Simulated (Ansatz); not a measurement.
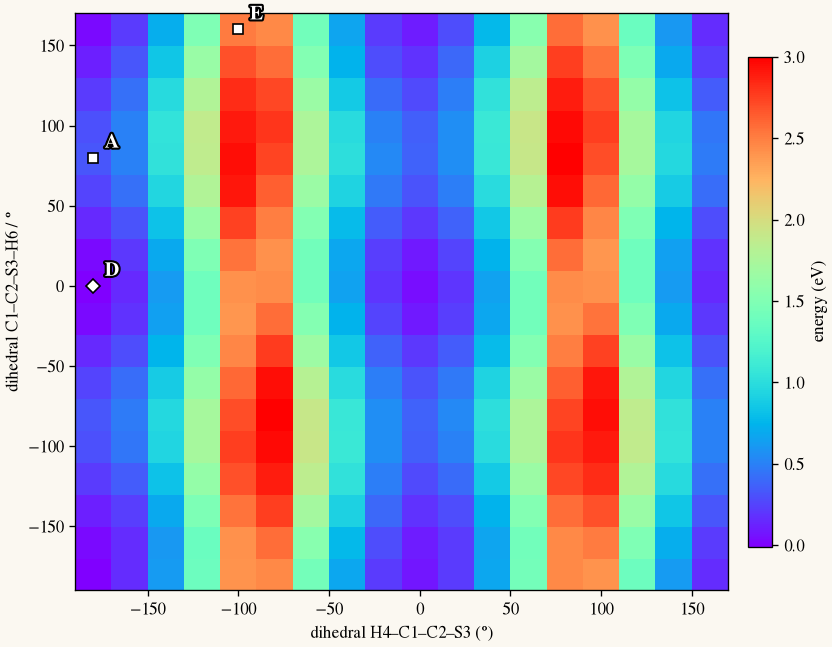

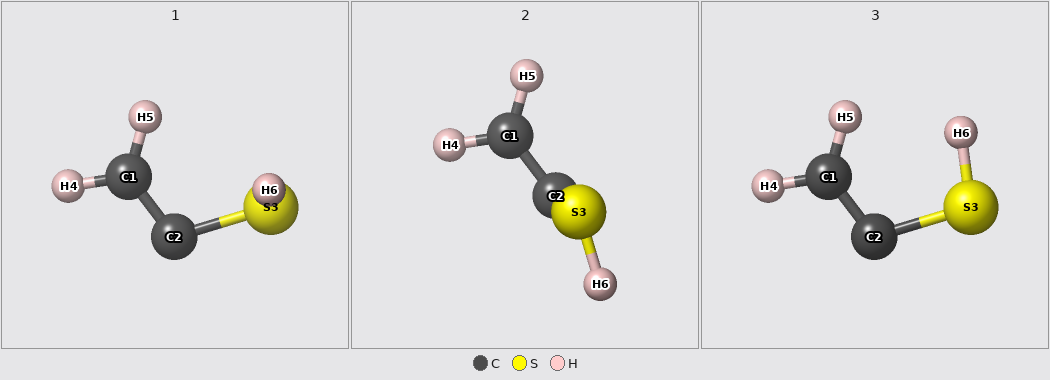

C2H3S, SMILES C=[C-]S, charge −1. Coordinates scanned: (1) dihedral H4–C1–C2–S3; (2) dihedral C1–C2–S3–H6. Nothing is relaxed (all other coordinates rigid). Grid: 18 × 18 points; 164 points were computed and 160 follow by symmetry. Points are written as (first, second). All energies are given in eV relative to the relaxed molecule at the same level. The dihedral twists a double bond; near 90° a spin-restricted reference is unreliable. Level of theory: RKS PBE0-D4/def2-SVPD (Ansatz 0.2.0).

Drawn: one coloured cell a grid point, lettered points. The numbered pictures are the structures at these points, in random order.

Question: Which structure belongs to which point?

Answer: A is structure 1: (−180°, 80°), 0.32 eV; D is structure 3: (−180°, 0°), −0.012 eV; E is structure 2: (−100°, 160°), 2.52 eV.
